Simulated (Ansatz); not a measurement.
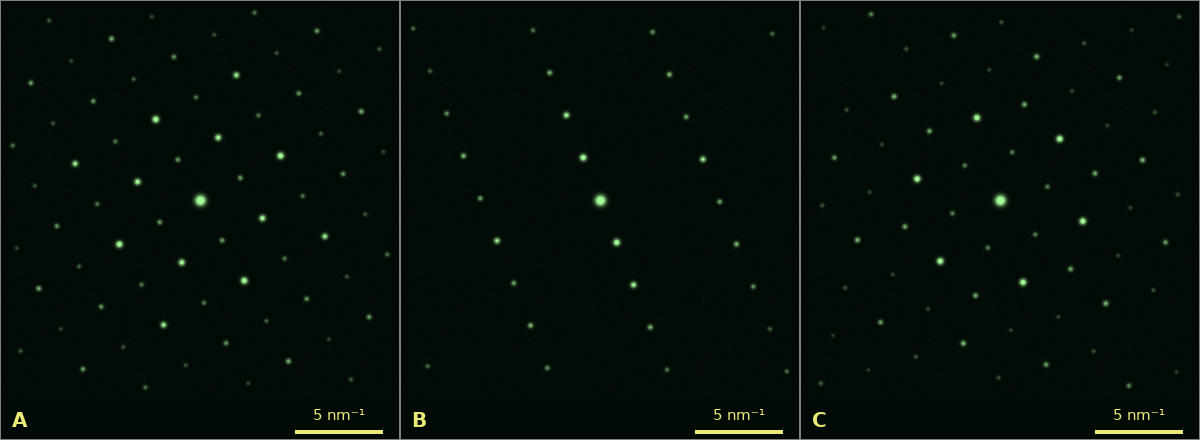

Kinematic electron diffraction patterns (300 kV, B = 0.5 Å², same scale, each along a low-index zone) of three structures of composition ZrF, each relaxed at zero pressure with DFT PBE, scalar-relativistic, plane waves, PAW in Ansatz 0.2.0.

The structures (standard cells):
1. P6_3mc (No. 186), a = 3.142 Å, c = 7.625 Å (hexagonal axes), 4 atoms; generated start, possibly hypothetical
2. P4_2/mmc (No. 131), a = 3.782 Å, c = 4.617 Å, 4 atoms; generated start, possibly hypothetical
3. P3_221 (No. 154), a = 4.070 Å, c = 7.331 Å (hexagonal axes), 6 atoms; generated start, possibly hypothetical

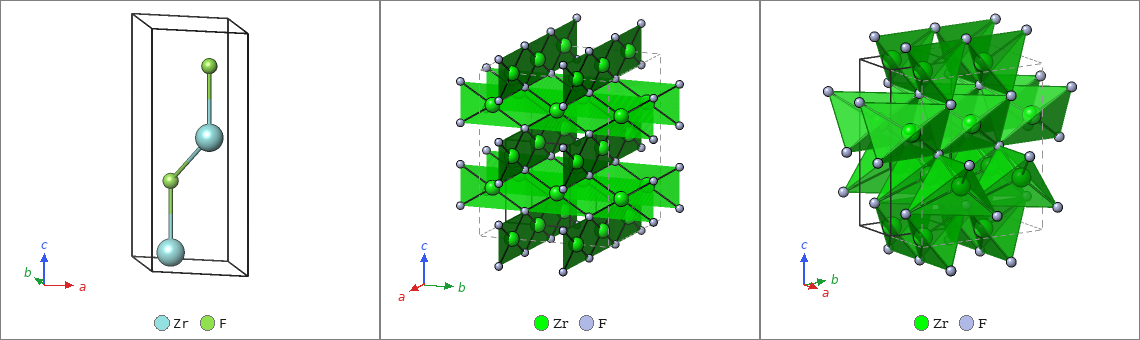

Drawings of the structures 1 to 3, from left to right (each may span several cells).

Q: Which pattern belongs to which structure, and along which zone?

A: A is structure 2 along [001]: square net of 1 0 0 at d = 3.78 Å and 0 1 0 at d = 3.78 Å, 90.0° apart. B is structure 1 along [210] or an equivalent direction: rectangular net of 0 0 2 at d = 3.81 Å and 1 -2 0 at d = 1.57 Å, 90.0° apart (some points of this net are extinct or too weak to see). C is structure 3 along [001]: hexagonal net of 1 -1 0 at d = 3.53 Å and 1 0 0 at d = 3.53 Å, 60.0° apart (some points of this net are extinct or too weak to see).

Q: Which structure lies lowest at this level of theory, and by how much?

A: Structure 2 (P4_2/mmc, 16.51 Å³ an atom) is the lowest of these; structure 1 (P6_3mc, 16.30 Å³ an atom) lies about 110 meV an atom higher; structure 3 (P3_221, 17.53 Å³ an atom) lies about 450 meV an atom higher. These are static energies at 0 K; other structures, not shown, may lie lower still.
